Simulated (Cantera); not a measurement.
Feed: 1 mol Si3N4, 0.039 mol H2O, 24 mol H2, 0.034 mol CO2, equilibrated at 1000 Pa.

Method: chemical equilibrium by Gibbs-energy minimisation in Cantera with the NASA 1993 tables (ideal gas, pure condensed phases). Candidate condensed phases: C, C6H6, C7H8, C8H18, H2O, Si, SiC, SiO2, Si2N2O, Si3N4; 151 gas species. Mutual solubility and eutectic melting of coexisting phases are not modelled. Kinetics and transport are ignored.

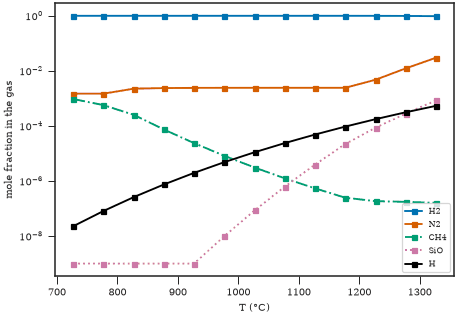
Figure. Equilibrium gas composition (values under 1e-9 drawn at 1e-9)

From 727 °C to 777 °C the condensed part is C(graphite) + Si2N2O(s) + Si3N4(s). From 827 °C to 1177 °C the condensed part is SiC(s) + Si2N2O(s) + Si3N4(s). From 1227 °C to 1327 °C the condensed part is Si(s) + SiC(s) + Si2N2O(s) + Si3N4(s).
